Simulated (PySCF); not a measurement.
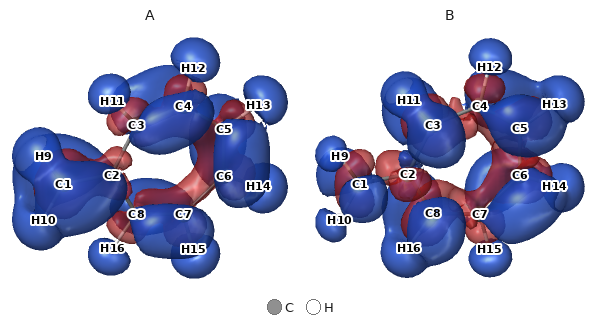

Figure 1: C$_{8}$H$_{8}$, SMILES `C=C1C=CC=CC=C1`. The two Fukui functions at ±0.01 e/Å³ (blue positive, red negative).

Level of theory: BP86/6-31+G* (PySCF), at a geometry from GFN2-xTB. This is a single-reference result, which may miss multireference character in this system. No frequency check shows the geometry to be a minimum.

The calculation's input:

```python
import numpy as np
from pyscf import gto, scf, dft
from pyscf.scf import atom_ks, atom_hf
from scipy.linalg import block_diag

def solve(mol, dm0=None, hcore=None):
    mf = (dft.UKS if mol.spin else dft.RKS)(mol, xc='bp86')
    mf.grids.level = 3
    mf = mf.density_fit(auxbasis='def2-universal-jkfit')
    mf.conv_tol, mf.max_cycle = 1e-8, 80
    if hcore is not None:
        mf.get_hcore = lambda *args: hcore
    mf.kernel(dm0)
    if not mf.converged:
        mf = mf.newton().run(mf.mo_coeff, mf.mo_occ, max_cycle=30)
    assert mf.converged, 'SCF not converged'
    return mf

mol = gto.M(atom='''
C      2.61464    -0.00017     0.00000
C      1.26888     0.00030     0.00000
C      0.57175    -1.27522     0.00000
C     -0.74140    -1.56065     0.00000
C     -1.87040    -0.67341     0.00000
C     -1.87041     0.67335     0.00000
C     -0.74142     1.56061     0.00000
C      0.57173     1.27520     0.00000
H      3.18226    -0.91410     0.00000
H      3.18225     0.91411     0.00000
H      1.24823    -2.12282     0.00000
H     -1.00758    -2.61138     0.00000
H     -2.83296    -1.17025     0.00000
H     -2.83298     1.17018     0.00000
H     -1.00761     2.61134     0.00000
H      1.24820     2.12281     0.00000
''', basis='6-31+g*', charge=0, spin=0, verbose=4)
mf = solve(mol)
out = dict(e0=mf.e_tot, dm0=mf.make_rdm1(), c=mf.mo_coeff, occ=mf.mo_occ, eps=mf.mo_energy)
for name, dq, spin in [('cation', 1, 1), ('anion', -1, 1)]:
    ion = mol.copy().set(charge=mol.charge + dq, spin=spin).build()
    mi = solve(ion)
    if spin and dq > 0 and mol.nao < 130:
        c, _, stable, _ = mi.stability(return_status=True)
        if not stable:
            mi = solve(ion, mi.make_rdm1(c, mi.mo_occ))
    print(name, 'vertical energy change / eV', (mi.e_tot - mf.e_tot) * 27.211386)
    out.update({'e_' + name: mi.e_tot, 'dm_' + name: mi.make_rdm1(), 's2_' + name: mi.spin_square()[0], 'eps_' + name: mi.mo_energy, 'occ_' + name: mi.mo_occ})
# spherically averaged free atoms, for the promolecule
atm = atom_ks.get_atm_nrks(mol, xc='bp86')
pro = block_diag(*[(atm[a[0]][2] * atm[a[0]][3]) @ atm[a[0]][2].T for a in mol._atom])
np.savez('result.npz', pro=pro, **out)
```

Run with:

```sh
OMP_NUM_THREADS=1 python input.py
```

The run took 93 s on 1 thread of Intel(R) Xeon(R) 6975P-C (Granite Rapids) (shared host), peak memory 0.65 GiB.

Partitions, critical points and surface values were worked out afterwards from this run's density.

Question: Which panel is f⁻ (electron removed) and which f⁺ (electron added)?

Answer: A is f⁻, B is f⁺. f⁻ (Hirshfeld-condensed) is largest on C1 (0.17); the vertical ionisation energy is 7.27 eV (the stability of the cation's solution wasn't checked). f⁺ (Hirshfeld-condensed) is largest on C3 and C8 (0.10 each), C5 and C6 (0.10 each) and C1 (0.08); the vertical electron affinity is 0.28 eV (the stability of the anion's solution wasn't checked; the anion's highest orbital has positive energy, so this value and f⁺ depend on the basis).

Question: What chemical potential and hardness follow from the two energies?

Answer: μ = −(I + A)/2 = −3.77 eV and η = I − A = 7.00 eV.
